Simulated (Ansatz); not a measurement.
The parent structure is Al in the fcc (Cu type) structure (space group Fm-3m, No. 225; a = 3.994 Å; relaxed with 0.1 eV smearing). Axes: x, y, z lie along the cube axes.

Structures relaxed with r2SCAN (Ansatz, a first-principles code; PAW; 500 eV plane waves; without spin-orbit coupling).

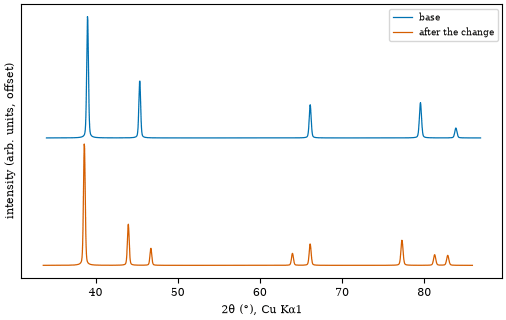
Fig. 1. Simulated powder patterns before (top) and after one change

Problem. Which of these changes matches the shifts?
(A) biaxial strain +2.00 %, plane normal [001], relaxed out of plane
(B) biaxial strain +0.50 %, plane normal [001], relaxed out of plane
(C) biaxial strain +1.50 %, plane normal [001], relaxed out of plane
(D) biaxial strain +3.00 %, plane normal [001], relaxed out of plane

Solution. D, biaxial strain +3.00 %, plane normal [001], relaxed out of plane. Its volume per atom is 16.43 Å³ against 15.92 Å³, and its space group is I4/mmm (No. 139).

Stability against distortions was not tested.
